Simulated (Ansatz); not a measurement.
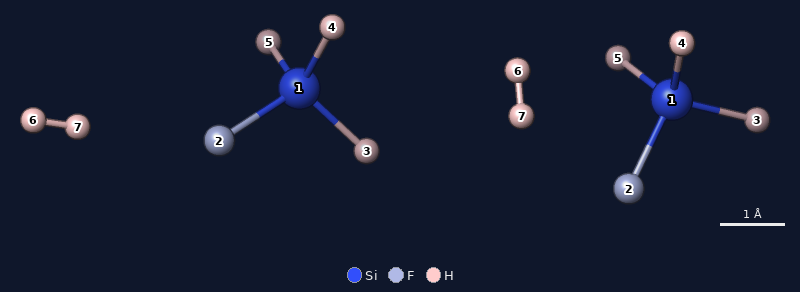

Two geometries of SiH5F, drawn at one scale. One is the start of a relaxation, the other its converged end. The picture is a ball-and-stick view, seen at a tilt.

All numbers below come from RKS B3LYP/def2-SVP (Ansatz). Settings: no spin polarisation; force threshold 0.03 eV/Å; at most 50 steps.

Which one is relaxed?

The left one is the relaxed one. The run prepares an end point of a later path (reaction) calculation, from a guessed geometry. After 21 accepted moves (23 points after the start) the energy has fallen by 4.28 kcal/mol. The largest force component goes from 1.4 to 0.0099 eV/Å. The line search rejected the trial steps at points 12, 15 of the run. The forces were under the threshold at step 10, but the run went on from there. The largest move after the best rigid fit is that of H6, 1.67 Å. Largest moves by element: H 1.67 Å, F 0.77 Å, Si 0.51 Å. Some distances before and after: H6–H7 0.717 → 0.761 Å, Si1–F2 1.613 → 1.632 Å.
